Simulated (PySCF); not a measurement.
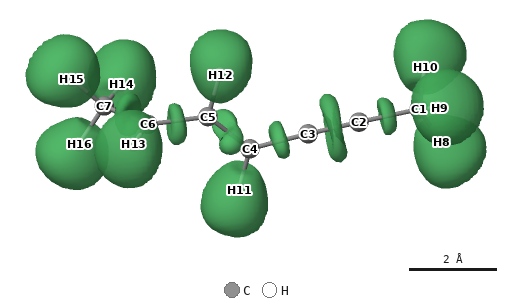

*C7H9 (charge +1). Isosurface of the electron localisation function at 0.85 (green), seen across its widest extent. Core shells and regions of very low density are left out.*

Geometry: GFN2-xTB.

Theory: PBE/pcSseg-1, SCF density, in a benzene solvent model, non-relativistic (PySCF).

```xyz
16

C     3.9734   -0.2643    0.1359
C     2.5573   -0.2046    0.3096
C     1.3578   -0.1625    0.4716
C    -0.0177   -0.1340    0.6910
C    -0.9227    0.5090   -0.0616
C    -2.3271    0.6593    0.0048
C    -3.2734   -0.2024   -0.6479
H     4.4102   -0.9593    0.8535
H     4.4084    0.7233    0.2906
H     4.2115   -0.6025   -0.8729
H    -0.3603   -0.6939    1.5529
H    -0.5598    1.0705   -0.9295
H    -2.7258    1.5104    0.5572
H    -2.8188   -1.0047   -1.2239
H    -3.9784    0.3768   -1.2568
H    -3.9349   -0.6211    0.1255
```

### Describe the localisation domains.

At this value the surface marks out six regions between bonded C–C atoms (shared pairs) and nine regions around hydrogen nuclei. Along the contacts the grid gives the following. C–C (1.21 Å): the ELF peaks at about 0.85 between the atoms: a multiple bond. C–H (1.08 Å): the ELF climbs to about 1 towards the hydrogen, as it does in any bond to H; a covalent bond by its length.
